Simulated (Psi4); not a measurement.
# PBE/cc-pVTZ run of C2HF (fluoroacetylene)

Aim: the energy change on altering one bond length of C2HF (fluoroacetylene) at PBE/cc-pVTZ, from 2 runs. 

The results are computed with Psi4 1.11.

3 further runs of the same task are left out: 3 set aside as unsound or not needed.

## (1) Starting point

C2HF: 4 atoms, total charge 0, spin state singlet. As SMILES, `C#CF`. The shape is that of a PBE0-D4/def2-TZVP optimisation.

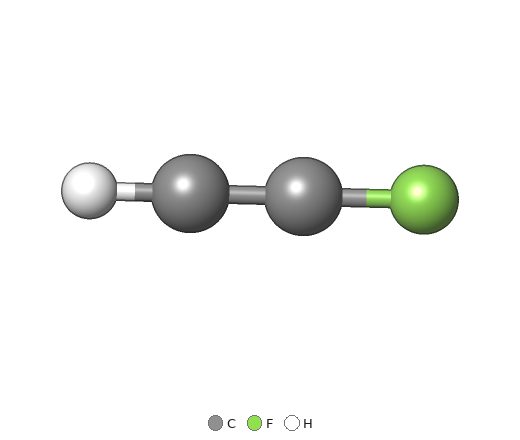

The structure, seen from a chosen angle (carbon grey, fluorine green, hydrogen white).

## (2) A single-point energy at PBE/cc-pVTZ

calc.inp reads:

```
memory 2200 MB

molecule molecule1 {
  0 1
  C     -0.361030     0.453110    -0.290220
  C      0.303270    -0.380840     0.243810
  F      1.010600    -1.269010     0.812300
  H     -0.952830     1.196740    -0.765890
  units angstrom
  symmetry c1
}

set reference rks
set puream true
set e_convergence 1e-09
set d_convergence 1e-08
set scf_type pk
set dft_radial_points 99
set dft_spherical_points 590

E, wfn = energy("pbe/cc-pVTZ", return_wfn=True)
oeprop(wfn, "LOWDIN_CHARGES", "MULLIKEN_CHARGES", "DIPOLE")
```

The run is started by

```console
$ psi4 calc.inp calc.out -n 1
```

calc.out:

```text
[...]
  Running in c1 symmetry.
[...]
  Nuclear repulsion =   55.832094169203366
[...]
  Multiplicity = 1
[...]
  Nalpha       = 11
  Nbeta        = 11
[...]
    Number of basis functions: 104
[...]
   @RKS iter   1:  -176.08614344608412   -2.44907e-02   8.09547e-03 DIIS/ADIIS
[...]
   @RKS iter  11:  -176.41894747296735   -3.58114e-12   8.40064e-09 DIIS
[...]
    Orbital Energies [Eh]
    ---------------------
    Doubly Occupied:
       1A    -24.344959     2A     -9.974288     3A     -9.893226
       4A     -1.207242     5A     -0.697073     6A     -0.580797
       7A     -0.476719     8A     -0.464542     9A     -0.464542
      10A     -0.253768    11A     -0.253768
[...]
  @RKS Final Energy:  -176.41894747296735
   => Energetics <=
    Nuclear Repulsion Energy =             55.8320941692033657
    One-Electron Energy =                -351.9888890268779846
    Two-Electron Energy =                 141.1406435345051023
    DFT Exchange-Correlation Energy =     -21.4027961497978119
    Empirical Dispersion Energy =           0.0000000000000000
    VV10 Nonlocal Energy =                  0.0000000000000000
    Total Energy =                       -176.4189474729673464
[...]
 Multipole Moments:
 ------------------------------------------------------------------------------------
     Multipole            Electronic (a.u.)      Nuclear  (a.u.)        Total (a.u.)
 ------------------------------------------------------------------------------------
 L = 1.  Multiply by 2.5417464519 to convert [e a0] to [Debye]
 Dipole X            :          1.7656246           -1.8442565           -0.0786318
 Dipole Y            :         -2.2171071            2.3160865            0.0989794
 Dipole Z            :          1.4192096           -1.4823992           -0.0631895
 Magnitude           :                                                    0.1413252
[...]
  Mulliken Charges: (a.u.)
   Center  Symbol    Alpha    Beta     Spin     Total
       1     C     3.11114  3.11114  0.00000 -0.22228
       2     C     2.95332  2.95332  0.00000  0.09336
       3     F     4.51698  4.51698  0.00000 -0.03396
       4     H     0.41856  0.41856  0.00000  0.16288
   Total alpha = 11.00000, Total beta = 11.00000, Total charge =  0.00000
  Lowdin Charges: (a.u.)
   Center  Symbol    Alpha    Beta     Spin     Total
       1     C     3.00171  3.00171  0.00000 -0.00341
       2     C     3.16233  3.16233  0.00000 -0.32467
[...]
```

Run time: 26 s. Hardware: 1 thread of Intel Xeon at 2.50GHz (Skylake/Cascade Lake), shared host; peak memory 1 GiB.

## (3) The distorted shape: energy and gradient at PBE/cc-pVTZ

job.py reads:

```python
import psi4

psi4.set_memory(2200000000)
psi4.set_num_threads(1)
psi4.core.set_output_file('c2hf.out', False)

molecule = psi4.geometry("""
C      0.349136    -0.439254     0.280589
C      1.013436    -1.273204     0.814619
F      1.720766    -2.161374     1.383109
H     -0.952830     1.196740    -0.765890
symmetry c1
no_reorient
no_com
""")

psi4.set_options({
    'basis': 'cc-pVTZ',
    'reference': 'rks',
    'puream': True,
    'e_convergence': 1e-09,
    'd_convergence': 1e-08,
    'scf_type': 'pk',
    'dft_radial_points': 99,
    'dft_spherical_points': 590,
})

energy_value, wavefunction = psi4.gradient('pbe', molecule=molecule, return_wfn=True)
psi4.oeprop(wavefunction, 'LOWDIN_CHARGES', 'DIPOLE', 'MULLIKEN_CHARGES', title='PBE')
print('gradient / Eh bohr^-1')
print(energy_value.np.round(6))
print(f'energy = {wavefunction.energy():.10f} Eh')
```

The run is started by

```console
$ python job.py
```

c2hf.out, shortened:

```text
[...]
  Running in c1 symmetry.
[...]
  Nuclear repulsion =   53.335007375164722
[...]
  Multiplicity = 1
[...]
  Nalpha       = 11
  Nbeta        = 11
[...]
    Number of basis functions: 104
[...]
   @RKS iter   1:  -175.63876417885075    2.54758e-01   8.93523e-03 ADIIS/DIIS
[...]
   @RKS iter  16:  -176.21445235578415   -1.64846e-12   9.47420e-10 DIIS
[...]
  @RKS Final Energy:  -176.21445235578415
   => Energetics <=
    Nuclear Repulsion Energy =             53.3350073751647216
    One-Electron Energy =                -347.0900102842492743
    Two-Electron Energy =                 138.7475483266938170
    DFT Exchange-Correlation Energy =     -21.2069977733933897
    Empirical Dispersion Energy =           0.0000000000000000
    VV10 Nonlocal Energy =                  0.0000000000000000
    Total Energy =                       -176.2144523557841467
[...]
  -Total Gradient:
     Atom            X                  Y                   Z
    ------   -----------------  -----------------  -----------------
       1        0.050165390706    -0.063002695685     0.040324779674
       2       -0.006802953794     0.008519894923    -0.005469310801
       3       -0.010718125053     0.013465131074    -0.008616004400
       4       -0.032644510300     0.041017919880    -0.026239626237
[...]
 Multipole Moments:
 ------------------------------------------------------------------------------------
     Multipole            Electronic (a.u.)      Nuclear  (a.u.)        Total (a.u.)
 ------------------------------------------------------------------------------------
 L = 1.  Multiply by 2.5417464519 to convert [e a0] to [Debye]
 Dipole X            :        -43.2432611           42.9147279           -0.3285333
 Dipole Y            :         54.3277011          -53.9145931            0.4131079
 Dipole Z            :        -34.7578414           34.4938116           -0.2640298
 Magnitude           :                                                    0.5901729
[...]
  Mulliken Charges: (a.u.)
   Center  Symbol    Alpha    Beta     Spin     Total
       1     C     3.11340  3.11340  0.00000 -0.22680
       2     C     2.95706  2.95706  0.00000  0.08589
       3     F     4.51630  4.51630  0.00000 -0.03260
[...]
```

On the terminal:

```text
gradient / Eh bohr^-1
[[ 0.050165 -0.063003  0.040325]
 [-0.006803  0.00852  -0.005469]
 [-0.010718  0.013465 -0.008616]
 [-0.032645  0.041018 -0.02624 ]]
energy = -176.2144523558 Eh
```

Wall time 51 s (1 thread of Intel Xeon at 2.50GHz (Skylake/Cascade Lake), shared host); peak memory 0.99 GiB.

## (4) Outcome

Level: PBE/cc-pVTZ.

| quantity | value |
| --- | --- |
| first shape: total energy | -176.41895 Eh |
| first shape: dipole moment | 0.36 D |
| first shape: HOMO energy | -6.91 eV |
| first shape: LUMO energy | 0.43 eV |
| first shape: HOMO–LUMO gap | 7.33 eV |
| distorted shape: total energy | -176.21445 Eh |
| distorted shape: dipole moment | 1.50 D |
| distorted shape: HOMO energy | -6.71 eV |
| distorted shape: LUMO energy | -6.18 eV |
| distorted shape: HOMO–LUMO gap | 0.52 eV |
| distorted shape: largest force on an atom | 4.631 eV/Å |
| energy change with the C1–H4 bond stretched from 1.063 to 2.338 Å | 5.565 eV |

One bond (distorted shape) is far stretched, which a spin-restricted single reference describes badly; a broken-symmetry solution may lie lower. With the C1–H4 bond stretched from 1.063 to 2.338 Å the energy rises by 5.56 eV (128 kcal/mol). The first shape isn't relaxed at this level, so the change isn't measured from a minimum. A restricted reference can't describe the breaking bond well at this length. Mulliken charges (first shape) run from -0.22 on C1 to +0.16 on H4. Mulliken charges (distorted shape) run from -0.23 on C1 to +0.17 on H4.
